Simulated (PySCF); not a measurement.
Consider C$_{4}$H$_{8}$BFSi (SMILES CC1=C[C@H]1[SiH2]BF).

The calculation's input:

```
{"job": {"kind": "nmr", "xc": "PBE0", "basis": "pcSseg-1"}, "charge": 0, "multiplicity": 1}
C     -2.046540     1.067088    -0.021781
C     -1.365077    -0.184409     0.312412
C     -1.303010    -1.472185     0.441132
C     -0.033866    -0.721927     0.790558
Si     1.490096    -0.762027    -0.344712
B      2.543099     0.887063    -0.101585
F      2.383283     1.904355    -0.926827
H     -2.048449     1.734492     0.841247
H     -3.073689     0.881579    -0.332019
H     -1.512875     1.569174    -0.829858
H     -1.733244    -2.439633     0.377054
H      0.180232    -0.601105     1.855955
H      0.962473    -0.962637    -1.705797
H      2.235664    -1.994079    -0.026165
H      3.317487     1.102243     0.763579
```

Launched as:

```sh
OMP_NUM_THREADS=1 python probes_run.py task.json out
```

Geometry: GFN2-xTB.

Theory: PySCF, PBE0/pcSseg-1, SCF density, gas phase, non-relativistic.

Question: What can the converged electron density and electron localisation function tell about the bonding?

Answer: C–C (1.30 Å): ρ at the midpoint is about 2.3 e/Å³; the ELF peaks at about 0.85 between the atoms: a multiple bond.
C–H (1.06 Å): the density is about 2.1 e/Å³ at the midpoint; the ELF climbs to about 1 towards the hydrogen, as it does in any bond to H: an ordinary covalent bond to hydrogen.
C–C (1.46 Å): ρ is about 1.8 e/Å³ halfway; the ELF peaks at about 0.95 between the atoms, as expected for a covalent bond.

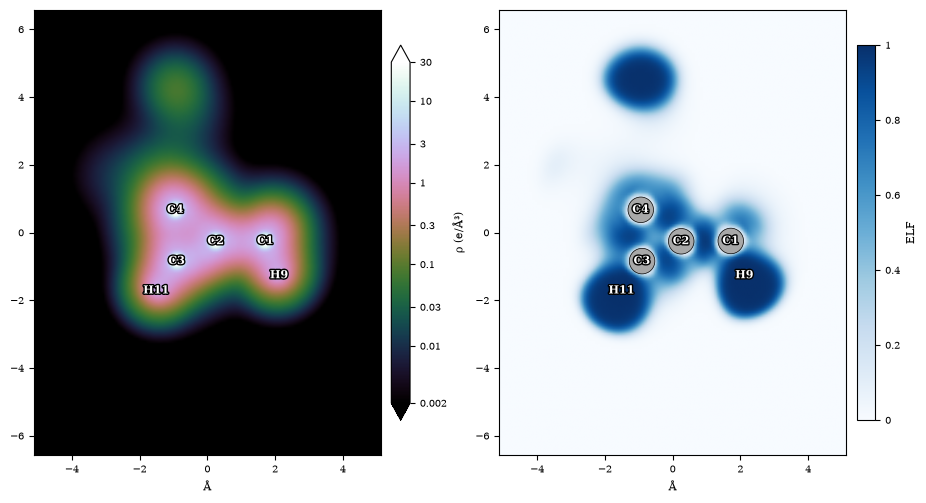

Computed electron density and electron localisation function on the plane of atoms C4, C3 and H11, in this order. Grey discs cover the atomic cores in the ELF map. 
